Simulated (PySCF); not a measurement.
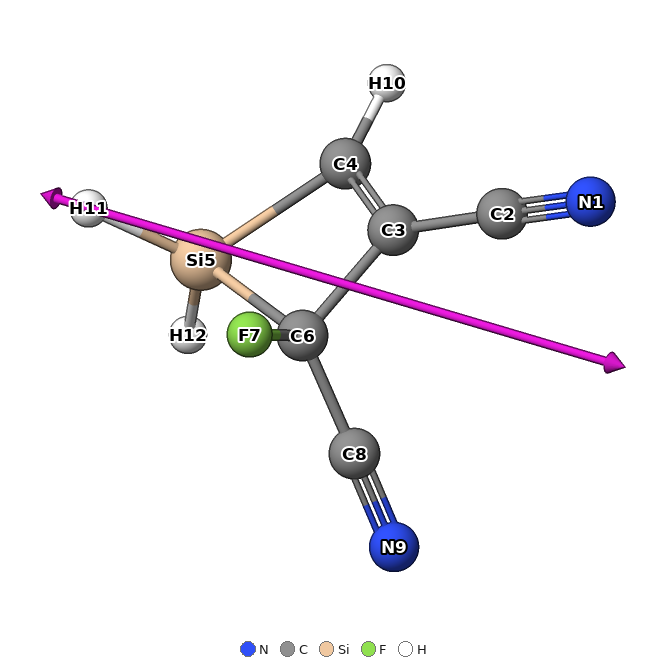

The double arrow shows the direction of the transition dipole to excited singlet state 6 (its length means nothing). The computed structure is the end point of a GFN2-xTB optimisation. No frequency run is at hand to confirm it as a minimum. Properties computed with TDDFT PBE0/def2-SVPD, vertical, gas phase, core orbitals frozen in the response (PySCF 2.14.0).

Question: Where does the transition lie, and how strong is it?

Answer: 6.40 eV (194 nm), oscillator strength 0.11, mainly HOMO−1 → LUMO+1 (weight 0.58); transition dipole 2.11 D.

The geometry is semi-empirical. Around Si such bond lengths and angles can be off by a tenth of an ångström or more and by several degrees, and values that hang on the shape move with them.
